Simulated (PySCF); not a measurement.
C₄H₄O, SMILES C#C/C=C\O at its PBE/def2-SVP optimised geometry (Å):

```
9

C      1.6806    -0.6547    -0.0001
C      0.4522    -0.7253     0.0000
C     -0.9669    -0.7253     0.0000
C     -1.6599     0.4518     0.0000
O     -1.1079     1.6759    -0.0004
H      2.7610    -0.6243     0.0006
H     -1.5213    -1.6759     0.0001
H     -2.7610     0.4870     0.0000
H     -0.1305     1.5559    -0.0002
```

Method: PySCF 2.14.0 with PBE/def2-TZVP.

Map of the log10 of the electron density (e/bohr³), floored at −4 on the plane z = 1.5 Å:

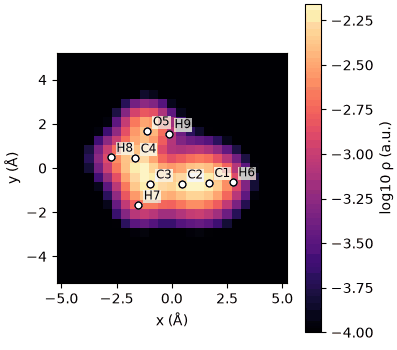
Log10 of the electron density (e/bohr³), floored at −4 on the plane z = 1.5 Å.
